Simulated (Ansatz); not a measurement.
System: ClH3OSi3.

The calculation's input:

```
crystal:
  periodic: [false, false, false]
  atoms:
    - {symbol: Cl, position_ang: [3.336292, -0.967729, -1.024458]}
    - {symbol: O, position_ang: [1.285991, -2.948602, 0.101926]}
    - {symbol: Si, position_ang: [-0.159124, -0.462199, 0.082962]}
    - {symbol: Si, position_ang: [0.320703, -2.516011, 1.420232]}
    - {symbol: Si, position_ang: [1.414247, -1.730068, -1.085307]}
    - {symbol: H, position_ang: [0.237231, 0.927868, 0.466648]}
    - {symbol: H, position_ang: [-1.510967, -0.438858, -0.566880]}
    - {symbol: H, position_ang: [1.229788, -2.340469, -2.431030]}
basis:
  gaussian: {orbitals: def2-TZVPD}
hamiltonian: {xc: pbe0}
output: {forces: true, orbitals: {seedname: orbitals}}
```

Launched as:

```sh
ansatz run input.yaml --threads 2 --pin off --max-ram 4350MiB --events-out events.jsonl --progress --plain --runs-dir runs
```

Geometry: PBE0-D3(BJ)/def2-SVP.

Computed with Ansatz 0.2.0, isolated molecule in a Gaussian basis; Kohn-Sham density functional theory, functional PBE0.

Question: What can the converged electron density and electron localisation function tell about the bonding?

Answer: Si–O (1.69 Å): the density is about 1.1 e/Å³ at the midpoint; the ELF peaks at about 0.85 between the atoms, as expected for a shared but strongly polarised pair.
Si–Si (2.33 Å): ρ is about 0.63 e/Å³ halfway; the ELF peaks at about 0.95 between the atoms, as expected for a shared electron pair.
Si–Si (2.50 Å): ρ at the midpoint is about 0.5 e/Å³; the ELF peaks at about 0.95 between the atoms, as expected for localised, covalent bonding.

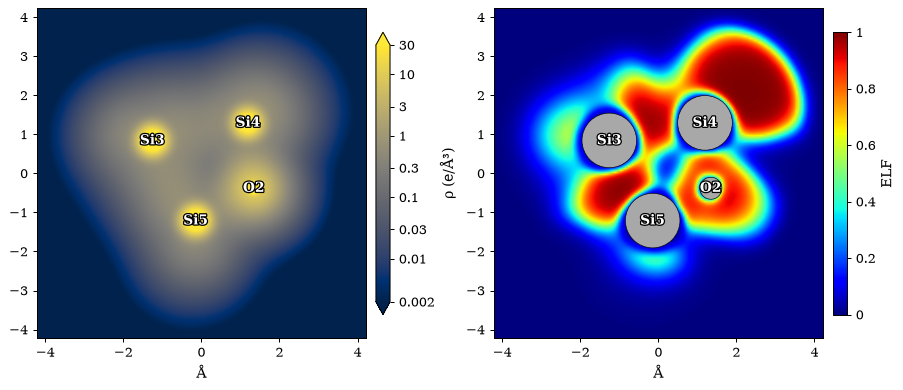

Computed electron density and electron localisation function on the plane of atoms O2, Si5 and Si3, in this order. Grey discs cover the atomic cores in the ELF map. 
